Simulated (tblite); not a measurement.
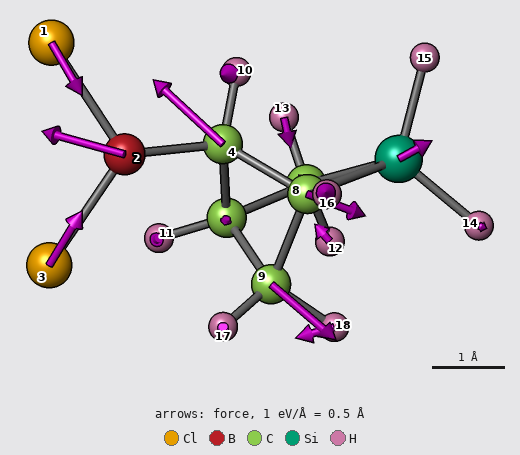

Starting geometry of C$_{5}$H$_{9}$BCl$_{2}$Si with the computed forces as purple arrows. The picture is a ball-and-stick view, seen at a tilt.

These are results of GFN2-xTB geometry optimisation, gas phase (tblite 0.8.0), not measurements. 

What follows when this structure is relaxed?

It isn't relaxed: the largest force vector, on a C atom, is 2.79 eV/Å. The final displacements have little in common with the starting forces (cosine between the two patterns 0.29). The energy falls by 24.9 kcal/mol in 98 geometry steps. A Cl atom moves most after the best rigid fit: 1.16 Å. Largest moves by element: Cl 1.16 Å, H 0.34 Å, C 0.27 Å, B 0.16 Å, Si 0.12 Å. Near-neighbour distances that change, for instance: B–Cl 1.872 → 1.721 Å, C–C 1.470 → 1.564 Å, C–H 1.044 → 1.086 Å, C–H 1.122 → 1.090 Å. Bond angles that change, for instance: B–C–C 109.3° → 119.3°, C–C–H 109.0° → 118.0°, C–C–H 106.9° → 114.3°.
